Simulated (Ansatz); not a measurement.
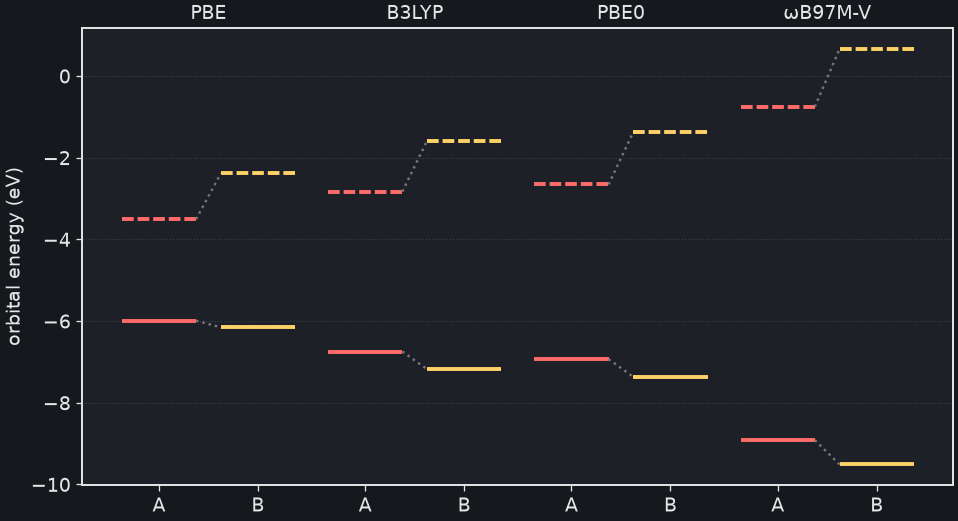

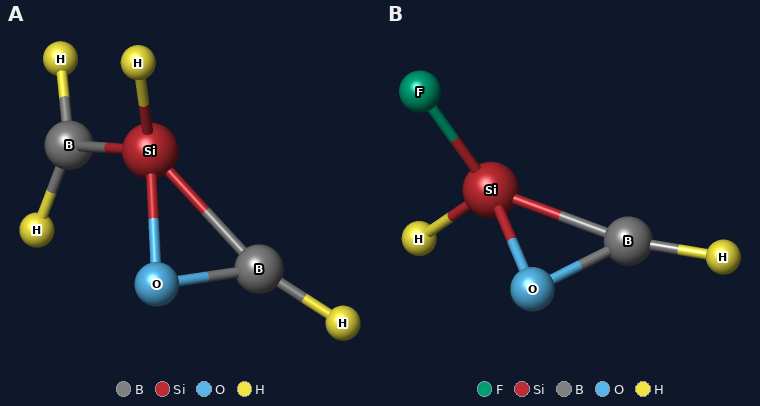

One change: A, B₂SiH₄O (SMILES B[Si@@H]1BO1), becomes B, BSiH₂OF (SMILES F[Si@H]1BO1). BH₂ on Si is replaced by F. HOMO (solid) and LUMO (dashed) computed in def2-TZVPP at PBE0-D4/def2-TZVP geometries, both minima by their frequencies, gas phase, the Ansatz code 0.2.0. Empty levels above zero depend strongly on the basis.

Question: What does the change do to HOMO and LUMO?

Answer: PBE: the HOMO falls by 0.16 eV, the LUMO rises by 1.12 eV, and the separation goes from 2.49 to 3.77 eV. B3LYP: the HOMO falls by 0.43 eV, the LUMO rises by 1.24 eV, and the separation goes from 3.92 to 5.60 eV. PBE0: the HOMO falls by 0.43 eV, the LUMO rises by 1.29 eV, and the separation goes from 4.28 to 6.00 eV. ωB97M-V: the HOMO falls by 0.60 eV, the LUMO rises by 1.42 eV, and the separation goes from 8.16 to 10.18 eV.

Question: Do the functionals agree on the effect?

Answer: They agree on the direction for both levels; the HOMO shift lies between −0.60 and −0.16 eV and the LUMO shift between 1.12 and 1.42 eV, while the separations themselves differ by up to 6.4 eV between functionals.
